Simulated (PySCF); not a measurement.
Molecule: SMILES CBr (CH3Br), singlet. Atoms near the plane z = 1.0 Å, at the CAM-B3LYP/def2-SVP optimised geometry (x, y, z in Å): C1 (-0.8, -0.3, 0.0), Br2 (1.1, -0.3, 0.0), H3 (-1.1, 0.8, 0.0), H4 (-1.1, -0.8, 0.9).

Computed with CAM-B3LYP/def2-TZVP run with PySCF. The values are rescaled to run from 0 to 1.

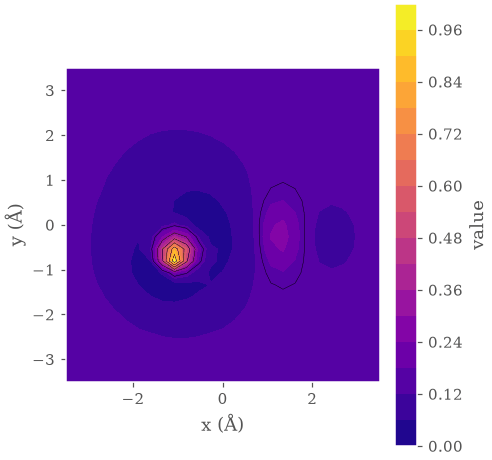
*a field on the plane z = 1.0 Å.*

Question: Which quantity is mapped?
A. deformation density (molecule minus spherical neutral atoms)
B. log10 of the electron density
C. Laplacian of the electron density
D. an orbital amplitude

Answer: A, deformation density (molecule minus spherical neutral atoms). In full: deformation density (molecule minus spherical neutral atoms) (e/bohr³).
